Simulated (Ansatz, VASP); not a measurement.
# Si10HI (I-terminated Si(111)) in two plane-wave programs, part 3 of 3

Wanted: the spread between two codes on one cell, functional and k mesh. Of the first pair: The structure shown is the end of the VASP relaxation below. Valence electrons are named where the data sets of a main pair hold unlike numbers.

VASP 6.6.1 and Ansatz 0.2.0.

So far: The structure; VASP: relaxation, PBE; Ansatz: single point, PBE; Differences; VASP: band structure, PBE.

**6. Ansatz: band structure, PBE**

Level of this step: Ansatz beside VASP: Kohn-Sham DFT, plane waves, PBE (Ansatz).

The same cell, functional, mesh and smearing now go to Ansatz, which takes its cutoff from its data sets.

input.yaml reads:

```yaml
crystal:
  lattice:
    - [3.8669468306, 0.0, 0.0]
    - [1.9334734153, 3.3488741904, 0.0]
    - [0.0, 0.0, 33.3187326797]
  atoms:
    - { symbol: Si, position: [0.33333333, 0.33333333, 0.2848698942] }
    - { symbol: Si, position: [0.66666667, 0.66666667, 0.3078280233] }
    - { symbol: Si, position: [0.66666667, 0.66666667, 0.3789017566] }
    - { symbol: Si, position: [0.0, 0.0, 0.4026728213] }
    - { symbol: Si, position: [0.0, 0.0, 0.473741834] }
    - { symbol: Si, position: [0.33333333, 0.33333333, 0.4974343747] }
    - { symbol: Si, position: [0.33333333, 0.33333333, 0.5685018714] }
    - { symbol: Si, position: [0.66666667, 0.66666667, 0.5922185547] }
    - { symbol: Si, position: [0.66666667, 0.66666667, 0.663365727] }
    - { symbol: Si, position: [0.0, 0.0, 0.6864006357] }
    - { symbol: H, position: [0.33333333, 0.33333333, 0.2396521056] }
    - { symbol: I, position: [0.0, 0.0, 0.7603493015] }
hamiltonian:
  xc: pbe
  pseudopotentials: { kind: paw }
kpoints:
  mp_grid: { grid: [9, 9, 1] }
  band_path:
    path:
      - [0.0, 0.0, 0.0]
      - [0.0, -0.03846, 0.0]
      - [0.0, -0.07692, 0.0]
      - [0.0, -0.15385, 0.0]
      - [0.0, -0.19231, 0.0]
      - [0.0, -0.26923, 0.0]
      - [0.0, -0.30769, 0.0]
      - [0.0, -0.34615, 0.0]
      - [0.0, -0.42308, 0.0]
      - [0.0, -0.46154, 0.0]
      - [0.0, -0.5, 0.0]
      - [0.02564, -0.48718, 0.0]
      - [0.05128, -0.47436, 0.0]
      - [0.10256, -0.44872, 0.0]
      - [0.12821, -0.4359, 0.0]
      - [0.17949, -0.41026, 0.0]
      - [0.20513, -0.39744, 0.0]
      - [0.25641, -0.37179, 0.0]
      - [0.28205, -0.35897, 0.0]
      - [0.30769, -0.34615, 0.0]
      - [0.33333, -0.33333, 0.0]
      - [0.30769, -0.30769, 0.0]
      - [0.25641, -0.25641, 0.0]
      - [0.23077, -0.23077, 0.0]
      - [0.20513, -0.20513, 0.0]
      - [0.15385, -0.15385, 0.0]
      - [0.12821, -0.12821, 0.0]
      - [0.07692, -0.07692, 0.0]
      - [0.05128, -0.05128, 0.0]
      - [0.0, 0.0, 0.0]
    npoints: 1
scf:
  occupations: { method: gaussian, width: 0.03 }
  n_extra_bands: 12
efield:
  axis: 3
  dipole_correction: true
  ramp_width: 0.04
output:
  forces: true
  eigenvalues: true
  write_density: true
  write_potential: true
  elf: true
  volumetric_format: npy
```

Started as:

```sh
$ ansatz run input.yaml --threads 4 --pin off --max-ram 9216MiB --backend cpu --events-out ev --progress --plain --runs-dir out
```

Numbers of over 12 decimals in the logs are rounded to 6 here.

Log:

```text
[...]
Crystal: 12 atoms, lattice volume = 431.475 Å³
Basis set: ecut = 420 eV, 8475 PW (Γ), exchange–correlation on 54×54×450 points (8 copies of the dense FFT grid, shifted against one another)
Bands: 41, of which v1, the nominal top of the filled ones, is band 29 counted from 1 (28 counted from 0)
Symmetry: 6 space group operations
[...]
k-point 0: bands = [... 25 lower, 1.1927, 1.1927, 1.7703, 1.7703, 2.8539, 3.0084, 3.2468, 3.5621, ... 8 higher]
  k-point 1: bands = [... 25 lower, 0.6710, 1.0238, 1.2028, 1.6571, 3.4194, 3.5374, 3.6069, 3.7892, ... 8 higher]
  k-point 2: bands = [... 25 lower, 0.2302, 0.4428, 0.6160, 1.3852, 2.7974, 3.0469, 3.3133, 3.5761, ... 8 higher]
  k-point 11: bands = [... 25 lower, -1.0340, -0.9873, -0.6794, -0.4165, 3.1228, 3.3619, 3.4653, 4.0115, ... 8 higher]
[key lines of the parts left out:]
SCF converged after 9 iterations
Free energy (F): -13886.960252 eV
Fermi energy:    1.963143 eV
Dipole field:    D = -0.008780 V/Å  (p = -0.020935 e·Å, saw-weighted, corrected)
Work function:   Φ+ = 4.3252 eV   Φ− = 4.0326 eV
```

Elapsed: 16 s, on 4 threads of Arm Neoverse V2, shared host; peak memory 1 GiB.

**7. Side by side**

What differs besides the data sets and the points named for the pairs above, as far as they apply: the data sets hold 58 valence electrons in Ansatz (on its default PAW (the set named soft_2) files) and 48 in VASP. Total energies have different zeros and are not compared.

Both answers:

```
                     quantity  Ansatz   VASP  difference
gap over the path points (eV)   0.388  0.392      -0.004
```

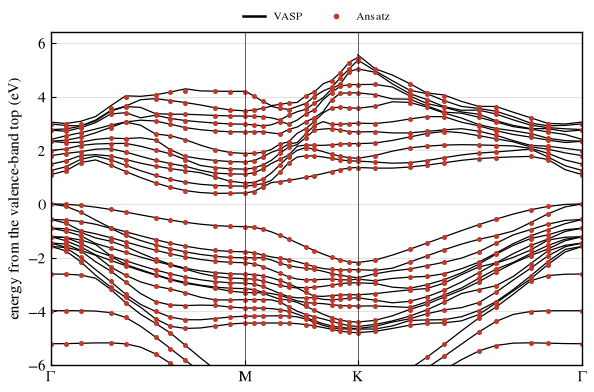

Bands from VASP (lines) and levels from Ansatz (dots). Dots without a line are higher empty bands that the VASP plot leaves out.

Levels at points of the path, from each program's valence-band top (eV; 4 filled, then empty):

```
k (reciprocal lattice)                                  Ansatz                                    VASP
     0.000 0.000 0.000    -0.58 -0.58 0.00 0.00 1.08 1.24 1.48    -0.58 -0.58 0.00 0.00 1.09 1.24 1.48
    0.000 -0.038 0.000  -0.71 -0.60 -0.09 -0.01 1.23 1.38 1.60  -0.71 -0.60 -0.09 -0.01 1.23 1.38 1.60
    0.000 -0.077 0.000  -1.00 -0.66 -0.31 -0.06 1.53 1.66 1.80  -1.00 -0.66 -0.31 -0.06 1.54 1.66 1.81
    0.000 -0.154 0.000  -1.26 -0.91 -0.89 -0.21 1.43 1.64 1.78  -1.26 -0.91 -0.89 -0.21 1.44 1.65 1.78
    0.000 -0.192 0.000  -1.42 -1.17 -1.04 -0.30 1.20 1.43 1.65  -1.42 -1.17 -1.04 -0.30 1.21 1.44 1.66
    0.000 -0.269 0.000  -1.73 -1.53 -1.33 -0.51 0.78 1.06 1.40  -1.73 -1.53 -1.33 -0.51 0.78 1.06 1.41
    0.000 -0.308 0.000  -1.86 -1.67 -1.46 -0.60 0.61 0.91 1.31  -1.86 -1.67 -1.46 -0.60 0.62 0.92 1.31
    0.000 -0.346 0.000  -1.98 -1.79 -1.58 -0.69 0.49 0.80 1.23  -1.98 -1.79 -1.58 -0.69 0.50 0.81 1.24
    0.000 -0.423 0.000  -2.14 -1.95 -1.73 -0.81 0.39 0.68 1.00  -2.14 -1.95 -1.73 -0.81 0.39 0.69 1.00
    0.000 -0.462 0.000  -2.18 -2.00 -1.77 -0.84 0.39 0.66 0.84  -2.18 -2.00 -1.77 -0.84 0.40 0.67 0.84
```

At this near-relaxed geometry the largest component of a force difference is 11 meV/Å. Among the levels compared at these points, filled levels agree within 1 meV and empty ones within 5 meV. With vacuum in the cell, a pressure given here is an average over mostly empty space and none of the material.

**8. What came out**

```yaml
difference_in_gap_on_the_k_mesh_single_point_pbe: -0.0040 eV
largest_difference_of_a_filled_level_at_the_path_points_band_structure_pbe: 1.2 meV
```

**Reading.** The difference in gap on the k mesh is -0.0040 eV (single point, PBE), within the 0.08 eV picked in this series as the mark of a large difference. The data sets hold unlike numbers of valence electrons (58 in Ansatz and 48 in VASP), so part of the differences comes from the potentials. Such differences can come from data sets, numerical settings and the points named under the comparisons, not from the functional's error against experiment.

[Lines on the potential files, build, host, timing and source positions are cut from VASP's logs without a mark.]

[Logs are printed without paths, hosts, clocks, repeated set-up lines and the standing remarks that a program may print on its own settings, such as how far it seeks lower states.]

[Hosts, paths, dates, database ids (printed as entryN), source tags and the programs' standing remarks are cut or masked in the printed files.]
